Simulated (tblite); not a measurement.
## Run report: C5H7NO3, molecular dynamics

- system: C5H7NO3, SMILES CN(C)c1coc(=O)o1
- method: GFN2-xTB Langevin dynamics, gas phase (tblite 0.8.0)

It belongs to a series of runs on one base structure; here: H on C replaced by NMe2.

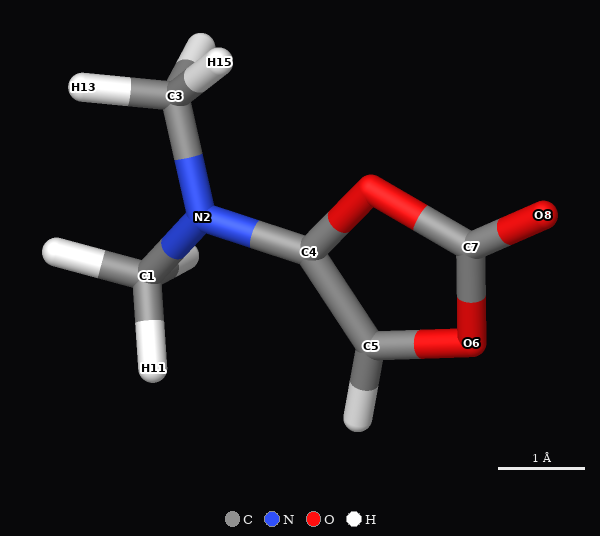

*The starting structure (stick view, seen at a tilt; atoms are numbered from 1 in the order of the input).*

Bond lengths as drawn: C–C 1.35 Å, C–H 1.07 to 1.10 Å, C–N 1.36 to 1.45 Å and C–O 1.19 to 1.39 Å.

**The input**
```
{"job": {"kind": "md", "xc": "GFN2-xTB", "basis": "xTB", "temperature": 300, "steps": 2000, "every": 50}, "charge": 0, "multiplicity": 1}
C     -1.564156    -1.107920    -0.006198
N     -0.745993     0.040680     0.305099
C     -1.363296     1.334706     0.107608
C      0.589564    -0.077192     0.074837
C      1.386426    -1.134846    -0.180946
O      2.699012    -0.683283    -0.209523
C      2.678029     0.631353     0.014421
O      3.618118     1.358951     0.056371
O      1.385369     1.035166     0.189513
H     -2.552346    -0.950565     0.421932
H     -1.124415    -1.996153     0.442345
H     -1.666625    -1.268009    -1.085644
H     -2.257730     1.393235     0.726859
H     -1.644419     1.495929    -0.939274
H     -0.667442     2.112035     0.411956
H      1.222305    -2.175144    -0.340766
```

The first line tells a small driver script what to run in tblite; the rest is the geometry in Å.

Hardware: 1 CPU thread, shared host.

Command:
```bash
OMP_NUM_THREADS=1 python <driver script> task.json out
```

**The program's output**
```
t/fs     T/K      E/eV
    0.0   244.0   -800.61408
   25.0   143.9   -800.41839
   50.0   219.1   -800.36623
   75.0   157.0   -800.19867
  100.0   253.2   -800.24605
  125.0   256.2   -800.17810
  150.0   278.2   -800.20529
  175.0   263.3   -800.09120
  200.0   184.7   -800.00205
  225.0   293.1   -800.16567
  250.0   248.4   -799.90046
  275.0   336.7   -799.93044
  300.0   381.1   -799.92794
  325.0   355.7   -799.97659
  350.0   483.9   -800.15898
  375.0   329.5   -799.91168
  400.0   309.9   -800.10700
  425.0   286.4   -799.83279
  450.0   456.2   -800.00923
  475.0   300.4   -799.86043
  500.0   330.4   -799.98836
  525.0   266.4   -799.88427
  550.0   377.9   -800.13738
  575.0   286.3   -800.13492
  600.0   279.8   -800.13926
  625.0   316.1   -800.06370
  650.0   311.9   -800.09237
  675.0   296.9   -800.04453
  700.0   368.8   -800.03769
  725.0   308.0   -800.03461
  750.0   233.4   -800.08812
  775.0   349.6   -800.23822
  800.0   282.5   -800.08834
  825.0   279.4   -800.08753
  850.0   291.3   -800.05571
  875.0   253.3   -799.99219
  900.0   433.7   -800.24011
  925.0   331.0   -800.06261
  950.0   361.5   -800.15906
  975.0   289.4   -800.16308
 1000.0   266.5   -800.19087
```

**Trajectory as extended XYZ (Å, eV, eV/Å), 7 of the 41 frames kept, from step=0 to step=40**
```
16
Properties=species:S:1:pos:R:3:forces:R:3 step=0 time_fs=0.0 energy=-800.61408 temperature=244.0
C    -1.5642   -1.1079   -0.0062    0.0004   0.0005  -0.0020
N    -0.7460    0.0407    0.3051   -0.0005  -0.0001  -0.0005
C    -1.3633    1.3347    0.1076   -0.0023   0.0025  -0.0002
C     0.5896   -0.0772    0.0748   -0.0022  -0.0004   0.0007
C     1.3864   -1.1348   -0.1809    0.0028  -0.0019  -0.0003
O     2.6990   -0.6833   -0.2095    0.0002  -0.0038   0.0003
C     2.6780    0.6314    0.0144   -0.0007   0.0012   0.0032
O     3.6181    1.3590    0.0564    0.0000   0.0022  -0.0032
O     1.3854    1.0352    0.1895    0.0030   0.0003   0.0002
H    -2.5523   -0.9506    0.4219    0.0009   0.0002  -0.0023
H    -1.1244   -1.9962    0.4423    0.0007   0.0004  -0.0011
H    -1.6666   -1.2680   -1.0856    0.0012  -0.0024   0.0033
H    -2.2577    1.3932    0.7269    0.0027   0.0012   0.0019
H    -1.6444    1.4959   -0.9393   -0.0021   0.0052  -0.0009
H    -0.6674    2.1120    0.4120   -0.0052   0.0003   0.0007
H     1.2223   -2.1751   -0.3408    0.0011  -0.0055   0.0002
16
Properties=species:S:1:pos:R:3:forces:R:3 step=7 time_fs=175.0 energy=-800.09120 temperature=263.3
C    -1.8691   -1.0330   -0.1162   -0.8901   0.7586   0.8043
N    -1.0218   -0.1277    0.6866    0.4392  -0.6830  -0.8586
C    -1.5514    1.1977    0.8185   -0.8224   0.6821  -0.3654
C     0.3049   -0.1979    0.3451   -0.0645   0.0057   0.0789
C     1.1250   -1.2506    0.2004    0.9951  -1.2756  -0.6608
O     2.4257   -0.7349   -0.0322   -0.2199  -1.1658  -0.1769
C     2.4078    0.5645   -0.0753   -2.7323  -0.4180   0.4570
O     3.2535    1.3226   -0.3500    0.8069   0.9026  -0.0206
O     1.0301    0.9340    0.2185    1.3252   0.6730  -0.0533
H    -2.8065   -1.2482    0.4752    1.2446  -0.4793  -0.3199
H    -1.2851   -1.8617   -0.5055   -0.3753  -0.1935   0.5867
H    -2.2707   -0.5072   -0.9744    0.0874   0.3778  -0.5391
H    -2.5528    1.0443    1.2548    0.4002   0.4658   0.1750
H    -1.7227    1.6911   -0.1804    0.3011  -0.2501   0.6638
H    -0.8987    1.8560    1.4327   -0.5562  -0.6509  -0.3600
H     1.0221   -2.3301   -0.0305    0.0609   1.2506   0.5888
16
Properties=species:S:1:pos:R:3:forces:R:3 step=13 time_fs=325.0 energy=-799.97659 temperature=355.7
C    -2.3048   -0.9705    0.3015   -0.2999  -0.1375  -0.2917
N    -1.2867   -0.1898    0.9415    0.3587  -0.2685   0.5476
C    -1.7504    1.1320    1.2728    1.5148   0.2385   1.3894
C    -0.0019   -0.3091    0.5599    0.2998  -1.4144  -0.7762
C     0.7822   -1.3237    0.1589   -0.5251  -1.7424  -0.4647
O     2.0054   -0.8577   -0.2534    0.7309   0.3632  -0.0583
C     2.0546    0.4751   -0.0378   -1.0606  -1.2975   0.9989
O     2.9876    1.2149   -0.0616   -0.7763  -0.2833  -0.3299
O     0.7632    0.7474    0.4362    1.6971   4.3254   0.1578
H    -2.8578   -1.5550    1.0521   -0.2585   0.5399  -0.2361
H    -1.9211   -1.7060   -0.4004    0.3214   0.1020  -0.0908
H    -2.8841   -0.2139   -0.2629   -0.4866  -0.8706   0.2068
H    -2.5953    0.9875    1.9422   -0.0616   0.4011  -0.0239
H    -2.0002    1.6445    0.3689   -0.3895   0.7302  -0.4358
H    -0.9011    1.6901    1.8040   -1.2937  -0.6682  -0.6384
H     0.5550   -2.3564   -0.0089    0.2292  -0.0179   0.0451
16
Properties=species:S:1:pos:R:3:forces:R:3 step=20 time_fs=500.0 energy=-799.98836 temperature=330.4
C    -2.5943   -1.0677    0.7378   -0.0400   0.5901  -1.4691
N    -1.5080   -0.1675    1.0399   -0.9219  -0.7169   0.0181
C    -2.0444    1.0477    1.5401   -0.0086   1.0252   1.9262
C    -0.2424   -0.4161    0.6585    1.2529   0.6192  -1.4432
C     0.4169   -1.2777   -0.1976   -0.8699   0.9267   1.6082
O     1.7824   -1.0198   -0.1223    0.0870  -0.7697  -0.6972
C     1.9323    0.0768    0.5577   -1.0375   1.0648   0.2837
O     2.8604    0.7499    0.8227    2.1327   0.1140  -0.0754
O     0.7291    0.5305    0.9648   -1.7028  -0.1892   1.0410
H    -2.1806   -2.0089    0.4468   -0.0347  -0.8301   0.2963
H    -3.1021   -0.6854   -0.1930    0.0084  -0.2333   0.7203
H    -3.3199   -1.0865    1.5577    0.3473  -0.2650  -0.1962
H    -2.5151    0.8991    2.5554    0.2716  -0.3451  -0.6279
H    -2.8777    1.4881    0.9547    0.8944  -0.1806  -0.2566
H    -1.2265    1.7274    1.7826   -0.1429   0.3304  -0.6054
H     0.1131   -2.1624   -0.6416   -0.2361  -1.1405  -0.5227
16
Properties=species:S:1:pos:R:3:forces:R:3 step=27 time_fs=675.0 energy=-800.04453 temperature=296.9
C    -2.2556   -1.2864    0.2272    2.3706  -0.0087   0.4773
N    -1.3555   -0.3567    0.9519    0.3777   0.0350  -0.3031
C    -1.9214    0.7026    1.8784    0.7735  -2.2024  -1.5717
C    -0.0189   -0.4344    0.6139   -0.8018   1.7695   1.3370
C     0.7160   -1.1262   -0.2647    1.1750   0.2600   0.2993
O     2.0763   -0.6579   -0.1372   -0.8490  -1.4037  -0.7952
C     2.0834    0.2733    0.7834    0.4528   0.7240   0.1240
O     2.9768    0.9310    1.2113    1.0276  -0.1379  -0.2664
O     0.8643    0.4945    1.2226   -2.9158  -0.5008   0.4024
H    -2.0245   -2.2872    0.6221   -0.0020  -0.0210  -0.5002
H    -2.0826   -1.2291   -0.8637   -0.1500  -0.0538   0.5870
H    -3.2398   -1.0906    0.4984   -1.6098   0.6015   0.1929
H    -2.3954    0.1563    2.7131   -0.0989   0.6134  -0.5009
H    -2.5442    1.3250    1.2413   -0.3808   0.0115   0.5000
H    -1.0661    1.2427    2.2060    0.4348   0.5244   0.4516
H     0.5144   -2.0357   -0.7610    0.1962  -0.2109  -0.4339
16
Properties=species:S:1:pos:R:3:forces:R:3 step=33 time_fs=825.0 energy=-800.08753 temperature=279.4
C    -2.2016   -0.8167    0.4646   -1.3037   1.0585  -0.3223
N    -1.2667   -0.0993    1.2794   -0.6064  -0.0470   0.6123
C    -1.7300    0.2474    2.6056    0.1349   0.8712   0.0971
C     0.0607   -0.2675    1.0702   -0.6031   0.3447  -0.2583
C     0.7301   -1.1442    0.2883    0.9812  -0.2877   0.0183
O     2.0830   -0.7103    0.3475   -1.0140  -1.7945  -1.2107
C     2.1409    0.3379    1.0724    1.3138   2.3302   1.5952
O     3.1637    0.9064    1.3583   -0.8395  -0.0971  -0.1108
O     0.8920    0.7425    1.5423    0.4879  -1.7306  -0.7883
H    -2.0714   -1.8898    0.4562   -0.0117  -0.1947  -0.0755
H    -2.1752   -0.3609   -0.5258    0.4043  -0.5366  -0.4113
H    -3.2389   -0.5322    0.7778    0.7942  -0.5576   0.2450
H    -2.0124   -0.6143    3.2183   -0.2409   0.0962  -0.2487
H    -2.4837    1.0563    2.5979   -0.2659  -0.8086  -0.3450
H    -0.9232    0.7549    3.0850    0.9076   0.1060   0.5852
H     0.5885   -2.1123   -0.2271   -0.1385   1.2478   0.6176
16
Properties=species:S:1:pos:R:3:forces:R:3 step=40 time_fs=1000.0 energy=-800.19087 temperature=266.5
C    -2.0635   -1.0305    0.8539    0.4946  -0.0046   0.3836
N    -1.2263    0.1585    1.2033   -1.7164  -1.4351   0.0853
C    -1.6642    0.8948    2.3781   -0.0034   0.9685  -0.0726
C     0.0999    0.1129    0.9468   -0.3744  -0.1624  -0.8243
C     0.8181   -0.3156   -0.1209   -1.6742  -0.7951  -1.0394
O     2.0809    0.1400    0.0059    0.9952  -0.4032   0.3785
C     2.1798    0.7202    1.1888   -0.0410   1.1687  -0.0282
O     3.1791    1.2244    1.5997   -0.2587  -0.0767   0.5259
O     0.9111    0.7913    1.7782    1.8109   0.0649  -0.0099
H    -1.6580   -2.0140    1.2467   -0.2672   1.1190  -0.2220
H    -2.1757   -1.1443   -0.2304    0.2295   0.2335   0.2099
H    -3.0640   -0.8605    1.2785    0.4338  -0.1714  -0.1916
H    -1.1220    0.6344    3.2899   -0.0064  -0.2275  -0.0016
H    -2.7468    0.7115    2.5354    0.7472   0.3679  -0.1338
H    -1.4523    1.9990    2.2133   -0.4423  -1.1607   0.0737
H     0.5848   -0.8942   -1.0243    0.0729   0.5142   0.8665
```

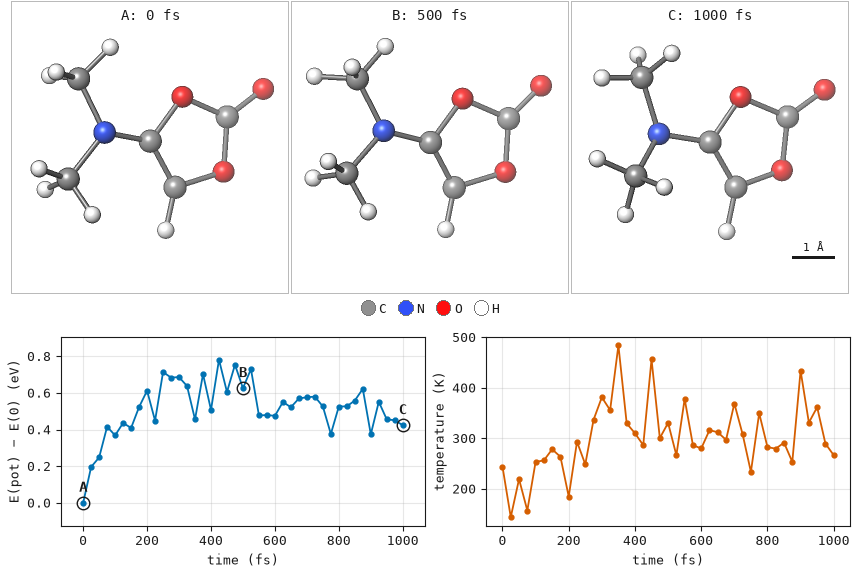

*Frames of the molecular dynamics (ball-and-stick, seen at a tilt) above the curves, on which the letters mark them.*

The trajectory kept here has 41 frames over 1000 fs. The temperature starts at 244 K, ranges from 144 to 484 K and averages 310 K over the second half. The potential energy ends 0.423 eV above its first value. After an unweighted best fit of the last frame on the first, the root-mean-square displacement is 0.82 Å, and H12 has moved furthest (1.43 Å).

**Summary**

| quantity | value |
| --- | --- |
| outcome | finished |
| mean temperature over the second half | 310 K |
| trajectory | 41 frames kept, 1000 fs |
| wall time | 18 s |
| peak memory | 0.18 GiB |
